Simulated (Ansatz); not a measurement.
Stretching the B1–F3 bond in BFH2O (SMILES OBF) (multiplicity 1 held, fragments rigid). Energies count from the point at 1.327 Å.
Geometry at that point (charge 0, multiplicity 1):
| atom | x (Å) | y (Å) | z (Å) |
|---|---|---|---|
| B | -0.3560 | -0.1697 | -0.2196 |
| H | -1.2844 | -0.6674 | -0.7800 |
| F | -0.1423 | 1.1333 | -0.3545 |
| O | 0.5051 | -0.8606 | 0.5561 |
| H | 0.3044 | -1.7990 | 0.6194 |

Restricted levels (R-, RO-) in cc, def2 and unpolarised 6-31G sets keep to the state of the molecule at rest. U- levels take the lowest unrestricted solution at each point, which mixes spins at long bonds. Active spaces are followed from a long bond inwards. Levels need not reach the same state.

Frozen-core correlation.

Codes used: Ansatz (Gaussian basis) for Hartree–Fock, density functionals and correlated methods. Values without a source in brackets are computed.

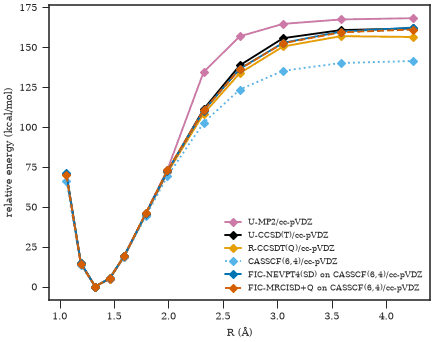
Figure: Relative energy along the coordinate

Doubts at one or more of the structures used: a spin-contaminated determinant (U-MP2/cc-pVDZ, U-CCSD(T)/cc-pVDZ); T1 above 0.05 (U-CCSD(T)/cc-pVDZ, R-CCSDT(Q)/cc-pVDZ); the program's own flag: other amplitudes (U-CCSD(T)/cc-pVDZ); a restricted determinant that unrestricted orbitals would lower (R-CCSDT(Q)/cc-pVDZ); other coupled-cluster roots lie near (R-CCSDT(Q)/cc-pVDZ); active orbitals that take no part (CASSCF(6,4)/cc-pVDZ, FIC-NEVPT4(SD) on CASSCF(6,4)/cc-pVDZ, FIC-MRCISD+Q on CASSCF(6,4)/cc-pVDZ).

Ansatz is a quantum-chemistry and plane-wave program.
